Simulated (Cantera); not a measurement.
Input: 1 mol Si₂Cl₆, 0.035 mol Cl₂, 72 mol N₂, held at 120 Pa.

Cantera equilibrium calculation (NASA polynomials, part measured and part estimated; ideal gas, pure solids and liquids). Candidate condensed phases: Si, Si₃N₄; 13 gas species. The feed counts by its element totals alone. N₂ is the only nitrogen source here; it is nearly inert below about 1500 K, so the nitride shown seldom forms there in practice. The tables' values for SiCl₃ are old estimates; treat these amounts as uncertain. The numbers say what is thermodynamically allowed, not how fast it happens.

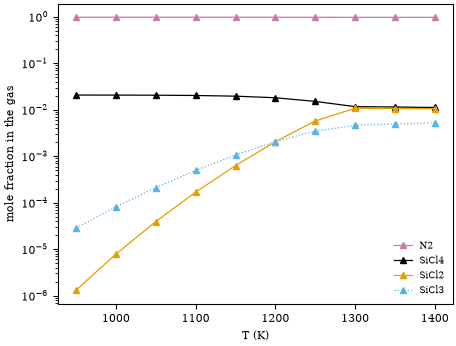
Figure: Equilibrium gas composition (values under 1e-9 drawn at 1e-9)

From 950 K to 1250 K the condensed part is Si₃N₄(s). From 1300 K to 1400 K nothing is condensed. The main Si-bearing gas is SiCl₄ throughout.
